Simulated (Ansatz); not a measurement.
Process, species as SMILES: CS (CH3-SH) → CH4S+ (doublet, bonded as SC) + e-
B3LYP-D3(BJ)/def2-TZVP geometries, fixed; electronic energies without zero-point terms.
Largest species:
```
C
H 1 1.0879
H 1 1.0879 2 110.33
H 1 1.0886 2 108.79 3 -119.26
S 1 1.8231 2 111.32 4 -116.63
H 5 1.3429 1 97.06 2 -61.78
```

Basis-set convergence of the adiabatic ionisation energy at B3LYP with Ansatz (a quantum-chemistry and plane-wave program). Cartesian d functions, on some or all atoms, in 6-31G**, 6-311G**; all else is spherical. The program fits the integrals of some runs and decomposes those of others, by size. Open shells are unrestricted. No added dispersion term, no relativity. Functions are those of the species that has most. Reference: the value in aug-pcseg-3, 9.358 eV, itself unsure by roughly 0.002 eV (its mean distance from aug-cc-pV(Q+d)Z, cc-pV(5+d)Z, def2-QZVPPD). Deviations are taken from unrounded values.

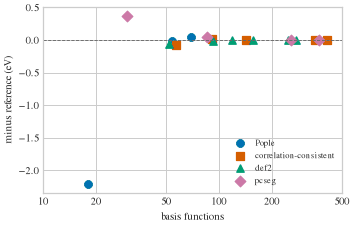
Deviation from the reference against the number of basis functions, by family of sets.

| basis | functions | adiabatic ionisation energy (eV) | minus reference (eV) |
|---|---|---|---|
| STO-3G | 18 | 7.144 | -2.214 |
| pcseg-0 | 30 | 9.733 | 0.375 |
| def2-SVP | 52 | 9.296 | -0.061 |
| 6-31G** | 54 | 9.340 | -0.018 |
| cc-pV(D+d)Z | 57 | 9.280 | -0.078 |
| 6-311G** | 69 | 9.409 | 0.051 |
| aug-pcseg-1 | 86 | 9.403 | 0.045 |
| aug-cc-pV(D+d)Z | 91 | 9.369 | 0.011 |
| def2-TZVP | 92 | 9.339 | -0.019 |
| def2-TZVPD | 119 | 9.358 | 0.000 |
| jun-cc-pV(T+d)Z | 143 | 9.360 | 0.002 |
| def2-TZVPPD | 156 | 9.358 | 0.000 |
| def2-QZVPP | 247 | 9.354 | -0.004 |
| pcseg-3 | 256 | 9.357 | 0.000 |
| def2-QZVPPD | 274 | 9.359 | 0.001 |
| aug-cc-pV(Q+d)Z | 353 | 9.359 | 0.001 |
| aug-pcseg-3 | 370 | 9.358 | 0.000 |
| cc-pV(5+d)Z | 411 | 9.355 | -0.003 |
